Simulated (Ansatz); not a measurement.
The parent structure is TiO₂ in the rutile structure (space group P4_2/mnm, No. 136; a = 4.548 Å, c = 2.917 Å). Axes: x, y, z lie along a, b, c of the conventional cell.

Modification: the cell is stretched by 3.00 % along z with no lateral relaxation; the atoms relax in the strained cell.

Level of theory: LDA (Ansatz, a program for electronic structure; PAW; 420 eV plane waves; no SOC).

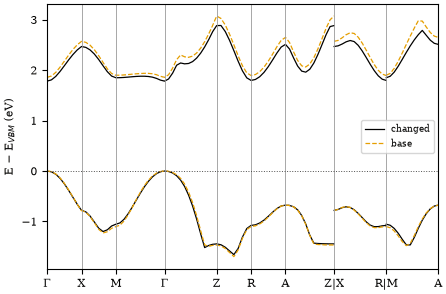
*Highest valence and lowest conduction band along the path, each from its own valence-band maximum*

Task: From the figure, how large is the changed gap, and is it direct?

Result: About 1.8 eV, direct at Γ.

No phonon test of stability was made. The final runs are not spin-polarised.
